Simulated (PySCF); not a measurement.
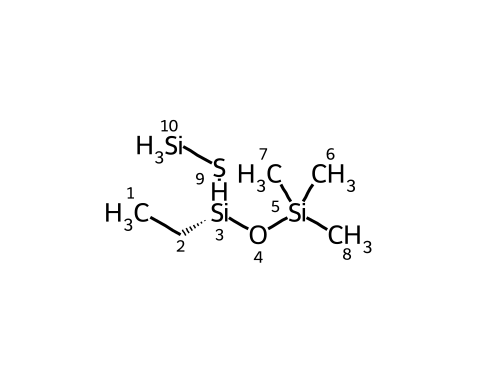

Skeletal drawing with numbered atoms; wedges and dashes mark any stereocentres. The configuration is that of a computed structure (PBE0-D3(BJ)/def2-SVP).

### Assign CIP descriptors.

Si3: S.

### Write the isomeric SMILES.

CC[Si@@H](O[Si](C)(C)C)S[SiH3]
